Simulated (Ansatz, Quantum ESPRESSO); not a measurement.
# AlBTe3 (Pm-3m): zone-centre phonons

Aim: the zone-centre modes of AlBTe3 (Pm-3m).

Method: DFT LDA, scalar-relativistic, plane waves, PseudoDojo norm-conserving pseudopotentials, in Quantum ESPRESSO 8.0 development, patched.

The structure was built from a prototype and need not be the compound's stable phase.

**1. The starting structure**

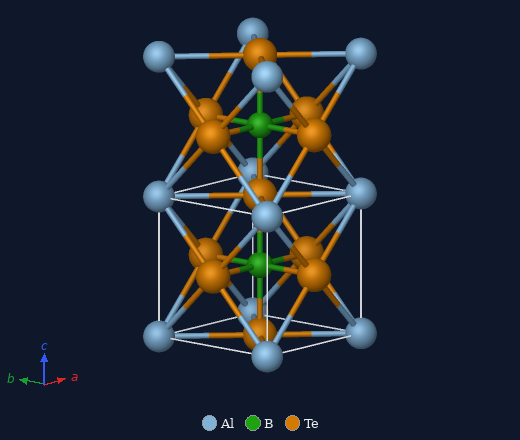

The starting structure, seen from a free direction (aluminium light blue, boron green, tellurium orange). 1×1×2 cells are drawn. Some periodic images of atoms are drawn too.

**2. A probe with smearing**

A cheap run with smearing and empty bands tells whether the crystal has a gap, which decides between fixed occupations and smearing later on.

probe.in reads:

```
&CONTROL
  calculation = 'scf'
  prefix      = 'x'
  outdir      = './tmp'
  pseudo_dir  = './pseudo'
  tprnfor     = .true.
  tstress     = .true.
  verbosity   = 'high'
/
&SYSTEM
  ibrav       = 0
  nat         = 5
  ntyp        = 3
  ecutwfc     = 82.0
  occupations = 'smearing'
  smearing    = 'gaussian'
  degauss     = 0.01
/
&ELECTRONS
  conv_thr         = 1.0d-07
  mixing_beta      = 0.7
  electron_maxstep = 100
/
ATOMIC_SPECIES
 Al     26.9815  Al.upf
 B      10.8100  B.upf
 Te    127.6000  Te.upf
CELL_PARAMETERS angstrom
     4.811200000    0.000000000    0.000000000
     0.000000000    4.811200000    0.000000000
     0.000000000    0.000000000    4.811200000
ATOMIC_POSITIONS crystal
 Al     0.000000000   0.000000000   0.000000000
 B      0.500000000   0.500000000   0.500000000
 Te     0.500000000   0.500000000   0.000000000
 Te     0.500000000   0.000000000   0.500000000
 Te     0.000000000   0.500000000   0.500000000
K_POINTS automatic
 4 4 4 0 0 0
```

Command:

```console
> OMP_NUM_THREADS=1 mpirun -n 4 pw.x -nk 4 -in probe.in > probe.out
```

Output:

```text
[banners, grids, parts of the stress and lines that vanish by symmetry left out]
Program PWSCF v.8.0dev
     Message from routine setup:
     using ibrav=0 with symmetry is DISCOURAGED, use correct ibrav instead
[...]
kinetic-energy cutoff     =      82.0000  Ry
     charge density cutoff     =     328.0000  Ry
     scf convergence threshold =      1.0E-07
[...]
Exchange-correlation= SLA-PW-NOGX-NOGC
                           (   1   4   0   0   0   0   0)
[...]
48 Sym. Ops., with inversion, found
[...]
(     0          1          0      )
                  (     0          0          1      )
[...]
(  0.0000000  1.0000000  0.0000000 )
                  (  0.0000000  0.0000000  1.0000000 )
[...]
(     0         -1          0      )
                  (     0          0          1      )
[...]
( -1.0000000  0.0000000  0.0000000 )
                  (  0.0000000  1.0000000  0.0000000 )
[...]
number of k points=    10  Gaussian smearing, width (Ry)=  0.0100
[...]
End of self-consistent calculation
[...]
the Fermi energy is    10.5168 ev
!    total energy              =    -638.18954897 Ry
[...]
convergence has been achieved in   8 iterations
[...]
atom    1 type  1   force =     0.00000000    0.00000000    0.00000000
     atom    2 type  2   force =     0.00000000    0.00000000    0.00000000
     atom    3 type  3   force =     0.00000000    0.00000000    0.00000000
     atom    4 type  3   force =     0.00000000    0.00000000    0.00000000
     atom    5 type  3   force =     0.00000000    0.00000000    0.00000000
[...]
Total force =     0.000000     Total SCF correction =     0.000000
[...]
total   stress  (Ry/bohr**3)                   (kbar)     P=        7.44
[...]
XML data file, charge density, pseudopotentials, collected wavefunctions

   JOB DONE.
```

It took 18 s on 4 MPI ranks of Intel Xeon Platinum 8375C at 2.90GHz (Ice Lake), shared host.

This step gave:

| Item | Value |
| --- | --- |
| volume per atom | 22.27 Å³ |
| pressure | 0.7440 GPa |
| gap on the k-mesh | 0 eV |

No gap opens on this mesh, so smearing is kept; the start stands at 0.74 GPa.

**3. Relaxing the cell and atoms**

The relaxation runs at a cutoff a fifth above that of the response, since stress converges more slowly with the basis than frequencies do. Forces and stress are brought to rest with tight thresholds.

relax.in reads:

```
&CONTROL
  calculation   = 'vc-relax'
  prefix        = 'x'
  outdir        = './tmp'
  pseudo_dir    = './pseudo'
  tprnfor       = .true.
  tstress       = .true.
  forc_conv_thr = 2.0d-05
  etot_conv_thr = 1.0d-07
  nstep         = 40
/
&SYSTEM
  ibrav       = 0
  nat         = 5
  ntyp        = 3
  ecutwfc     = 98
  occupations = 'smearing'
  smearing    = 'mv'
  degauss     = 0.02
/
&ELECTRONS
  conv_thr         = 1.0d-11
  mixing_beta      = 0.7
  electron_maxstep = 100
/
&IONS
/
&CELL
  press_conv_thr = 0.2
/
ATOMIC_SPECIES
 Al     26.9815  Al.upf
 B      10.8100  B.upf
 Te    127.6000  Te.upf
CELL_PARAMETERS angstrom
     4.811200000    0.000000000    0.000000000
     0.000000000    4.811200000    0.000000000
     0.000000000    0.000000000    4.811200000
ATOMIC_POSITIONS crystal
 Al     0.000000000   0.000000000   0.000000000
 B      0.500000000   0.500000000   0.500000000
 Te     0.500000000   0.500000000   0.000000000
 Te     0.500000000   0.000000000   0.500000000
 Te     0.000000000   0.500000000   0.500000000
K_POINTS automatic
 6 6 6 0 0 0
```

Command:

```console
> OMP_NUM_THREADS=1 mpirun -n 4 pw.x -nk 4 -in relax.in > relax.out
```

Output:

```text
[banners, grids, parts of the stress and lines that vanish by symmetry left out]
[banner, memory and clock lines left out]
Program PWSCF v.8.0dev

[...]
kinetic-energy cutoff     =      98.0000  Ry
     charge density cutoff     =     392.0000  Ry
     scf convergence threshold =      1.0E-11
[...]
energy convergence thresh.=      1.0E-07
     force convergence thresh. =      2.0E-05
     press convergence thresh. =      2.0E-01
     Exchange-correlation= SLA-PW-NOGX-NOGC
                           (   1   4   0   0   0   0   0)
[...]
48 Sym. Ops., with inversion, found
[...]
number of k points=    20  Marzari-Vanderbilt smearing, width (Ry)=  0.0200
[...]
End of self-consistent calculation
[...]
the Fermi energy is    10.2140 ev
!    total energy              =    -638.20585176 Ry
[...]
convergence has been achieved in  11 iterations
[...]
atom    1 type  1   force =     0.00000000    0.00000000    0.00000000
     atom    2 type  2   force =     0.00000000    0.00000000    0.00000000
     atom    3 type  3   force =     0.00000000    0.00000000    0.00000000
     atom    4 type  3   force =     0.00000000    0.00000000    0.00000000
     atom    5 type  3   force =     0.00000000    0.00000000    0.00000000
     Total force =     0.000000     Total SCF correction =     0.000000
[...]
total   stress  (Ry/bohr**3)                   (kbar)     P=       -1.08
[...]
number of bfgs steps    =   0
[...]
CELL_PARAMETERS (angstrom)
[...]
ATOMIC_POSITIONS (crystal)
Al               0.0000000000        0.0000000000        0.0000000000
B                0.5000000000        0.5000000000        0.5000000000
Te               0.5000000000        0.5000000000        0.0000000000
Te               0.5000000000        0.0000000000        0.5000000000
[...]
New effective cutoffs (rho, wfc):  391.77   98.03
[...]
End of self-consistent calculation
[...]
the Fermi energy is    10.2224 ev
!    total energy              =    -638.20585432 Ry
[...]
convergence has been achieved in   6 iterations
[...]
atom    1 type  1   force =     0.00000000    0.00000000    0.00000000
     atom    2 type  2   force =     0.00000000    0.00000000    0.00000000
     atom    3 type  3   force =     0.00000000    0.00000000    0.00000000
     atom    4 type  3   force =     0.00000000    0.00000000    0.00000000
     atom    5 type  3   force =     0.00000000    0.00000000    0.00000000
     Total force =     0.000000     Total SCF correction =     0.000000
[...]
total   stress  (Ry/bohr**3)                   (kbar)     P=       -0.74
[...]
number of bfgs steps    =   1
[...]
CELL_PARAMETERS (angstrom)
[...]
ATOMIC_POSITIONS (crystal)
[...]
New effective cutoffs (rho, wfc):  391.98   98.09
[...]
End of self-consistent calculation
[...]
the Fermi energy is    10.2351 ev
!    total energy              =    -638.20585634 Ry
[...]
convergence has been achieved in   8 iterations
[...]
atom    1 type  1   force =     0.00000000    0.00000000    0.00000000
     atom    2 type  2   force =     0.00000000    0.00000000    0.00000000
     atom    3 type  3   force =     0.00000000    0.00000000    0.00000000
     atom    4 type  3   force =     0.00000000    0.00000000    0.00000000
[...]
Total force =     0.000000     Total SCF correction =     0.000000
[...]
total   stress  (Ry/bohr**3)                   (kbar)     P=       -0.22
[...]
number of bfgs steps    =   2
[...]
CELL_PARAMETERS (angstrom)
[...]
ATOMIC_POSITIONS (crystal)
[...]
New effective cutoffs (rho, wfc):  392.08   98.11
[...]
End of self-consistent calculation
[...]
the Fermi energy is    10.2405 ev
!    total energy              =    -638.20585654 Ry
[...]
convergence has been achieved in   7 iterations
[...]
Total force =     0.000000     Total SCF correction =     0.000000
[...]
total   stress  (Ry/bohr**3)                   (kbar)     P=        0.00
[...]
number of bfgs steps    =   3
[...]
small trust_radius: resetting bfgs history
[...]
CELL_PARAMETERS (angstrom)
[...]
ATOMIC_POSITIONS (crystal)
[...]
New effective cutoffs (rho, wfc):  392.08   98.11
[...]
End of self-consistent calculation
[...]
the Fermi energy is    10.2405 ev
!    total energy              =    -638.20585654 Ry
[...]
convergence has been achieved in   1 iterations
[...]
atom    3 type  3   force =     0.00000000    0.00000000    0.00000000
     atom    4 type  3   force =     0.00000000    0.00000000    0.00000000
     atom    5 type  3   force =     0.00000000    0.00000000    0.00000000
     Total force =     0.000000     Total SCF correction =     0.000000
[...]
total   stress  (Ry/bohr**3)                   (kbar)     P=       -0.00
[...]
bfgs converged in   5 scf cycles and   4 bfgs steps
[...]
End of BFGS Geometry Optimization
     Final enthalpy           =    -638.2058565391 Ry
     File ./tmp/x.bfgs deleted, as requested
[...]
CELL_PARAMETERS (angstrom)
[...]
ATOMIC_POSITIONS (crystal)
[...]
Te               0.5000000000        0.0000000000        0.5000000000
Te               0.0000000000        0.5000000000        0.5000000000
[...]
Final scf calculation at the relaxed structure.
[...]
kinetic-energy cutoff     =      98.0000  Ry
     charge density cutoff     =     392.0000  Ry
     scf convergence threshold =      1.0E-13
[...]
press convergence thresh. =      2.0E-01
     Exchange-correlation= SLA-PW-NOGX-NOGC
                           (   1   4   0   0   0   0   0)
[...]
48 Sym. Ops., with inversion, found
[...]
number of k points=    20  Marzari-Vanderbilt smearing, width (Ry)=  0.0200
[...]
c_bands:  2 eigenvalues not converged
[...]
End of self-consistent calculation
[...]
the Fermi energy is    10.2405 ev
!    total energy              =    -638.20585498 Ry
[...]
convergence has been achieved in  13 iterations
[...]
atom    1 type  1   force =     0.00000000    0.00000000    0.00000000
     atom    2 type  2   force =     0.00000000    0.00000000    0.00000000
     atom    3 type  3   force =     0.00000000    0.00000000    0.00000000
     atom    4 type  3   force =     0.00000000    0.00000000    0.00000000
     atom    5 type  3   force =     0.00000000    0.00000000    0.00000000
     Total force =     0.000000     Total SCF correction =     0.000000
[...]
total   stress  (Ry/bohr**3)                   (kbar)     P=        0.00
[...]
XML data file, charge density, pseudopotentials, collected wavefunctions
```

Wall time 2.5 min (4 MPI ranks).

Little changed from the start: no atom moved by 0.005 Å and no cell edge by 0.1 %.

The last row of the table of steps is pw.x's closing run on a basis chosen anew for the final cell, so its energy can jump.

Read from the output:

```
volume per atom : 22.24 Å³
pressure        : 0 GPa
```

**4. Self-consistent run for the response**

The response is built on this ground state, so it is converged far tighter than an energy would need. Smearing stays on, as the first look found no gap above 0.3 eV.

scf.in reads:

```
&CONTROL
  calculation = 'scf'
  prefix      = 'x'
  outdir      = './tmp'
  pseudo_dir  = './pseudo'
  tprnfor     = .true.
  tstress     = .true.
/
&SYSTEM
  ibrav       = 0
  nat         = 5
  ntyp        = 3
  ecutwfc     = 82.0
  occupations = 'smearing'
  smearing    = 'mv'
  degauss     = 0.02
/
&ELECTRONS
  conv_thr         = 1.0d-12
  mixing_beta      = 0.7
  electron_maxstep = 100
/
ATOMIC_SPECIES
 Al     26.9815  Al.upf
 B      10.8100  B.upf
 Te    127.6000  Te.upf
CELL_PARAMETERS angstrom
     4.808425129    0.000000000    0.000000000
     0.000000000    4.808425129    0.000000000
     0.000000000    0.000000000    4.808425129
ATOMIC_POSITIONS crystal
 Al     0.000000000   0.000000000   0.000000000
 B      0.500000000   0.500000000   0.500000000
 Te     0.500000000   0.500000000   0.000000000
 Te     0.500000000   0.000000000   0.500000000
 Te     0.000000000   0.500000000   0.500000000
K_POINTS automatic
 6 6 6 0 0 0
```

Command:

```console
> OMP_NUM_THREADS=1 mpirun -n 4 pw.x -nk 4 -in scf.in > scf.out
```

Output:

```text
[banners, grids, parts of the stress and lines that vanish by symmetry left out]
[banner, memory and clock lines left out]
Program PWSCF v.8.0dev

[...]
kinetic-energy cutoff     =      82.0000  Ry
     charge density cutoff     =     328.0000  Ry
     scf convergence threshold =      1.0E-12
[...]
Exchange-correlation= SLA-PW-NOGX-NOGC
                           (   1   4   0   0   0   0   0)
[...]
48 Sym. Ops., with inversion, found
[...]
number of k points=    20  Marzari-Vanderbilt smearing, width (Ry)=  0.0200
[...]
End of self-consistent calculation
[...]
the Fermi energy is    10.2406 ev
!    total energy              =    -638.20567505 Ry
[...]
convergence has been achieved in  12 iterations
[...]
atom    1 type  1   force =     0.00000000    0.00000000    0.00000000
     atom    2 type  2   force =     0.00000000    0.00000000    0.00000000
     atom    3 type  3   force =     0.00000000    0.00000000    0.00000000
     atom    4 type  3   force =     0.00000000    0.00000000    0.00000000
     atom    5 type  3   force =     0.00000000    0.00000000    0.00000000
     Total force =     0.000000     Total SCF correction =     0.000000
[...]
total   stress  (Ry/bohr**3)                   (kbar)     P=       -0.04
[...]
XML data file, charge density, pseudopotentials, collected wavefunctions
```

Elapsed: 24 s, on 4 MPI ranks; 97 s of CPU time.

This step gave:

- pressure: -0.004 GPa

The cell stands at -0.004 GPa, close enough for phonons.

[end of part 1 of 3]

[Host names and launcher messages were left out of these logs when they were recorded.]

[Logs are printed without paths, hosts, clocks, repeated set-up lines and the standing remarks that a program may print on its own settings, such as how far it seeks lower states.]

[Hosts, paths, dates, database ids (printed as entryN), source tags and the programs' standing remarks are cut or masked in the printed files.]
